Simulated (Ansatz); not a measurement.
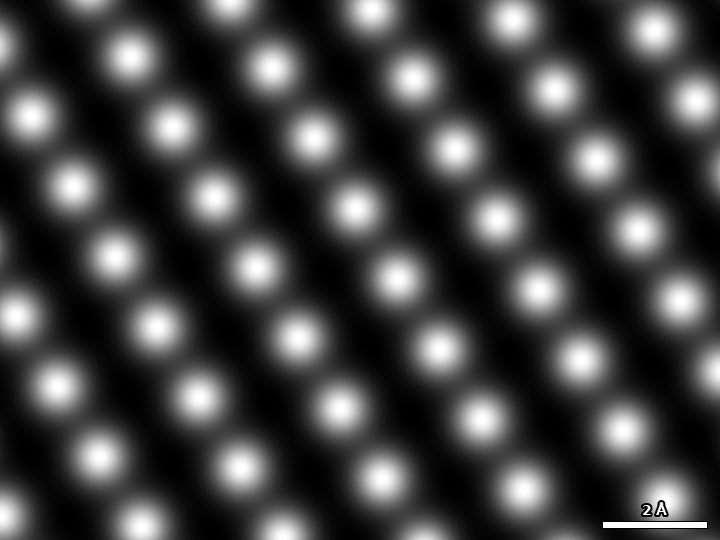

Integrated-DPC-like image of W (Im-3m, No. 229). Simulated as the projected potential of neutral atoms (B = 0.3 Å²) blurred by a 0.69 Å probe, the thin-sample limit of integrated differential phase contrast. Structure: the input geometry of an electronic-structure calculation (not necessarily at equilibrium).

```
CELL_PARAMETERS angstrom
3.18434 0.00000 0.00000
0.00000 3.18434 0.00000
0.00000 0.00000 3.18434
ATOMIC_POSITIONS crystal
W 0.00000 0.00000 0.00000
W 0.50000 0.50000 0.50000
```

Question: Which beam direction gives this image, [111], [221], [110] or [211]? (Directions equivalent by symmetry count as one.)

Answer: [110]. The projected cells are 2.60 × 2.60 Å, 120° for [111]; 0.75 × 2.25 Å, 90° for [221]; 1.59 × 2.25 Å, 90° for [110]; 0.92 × 2.25 Å, 90° for [211], and the image repeats as the [110] one does.
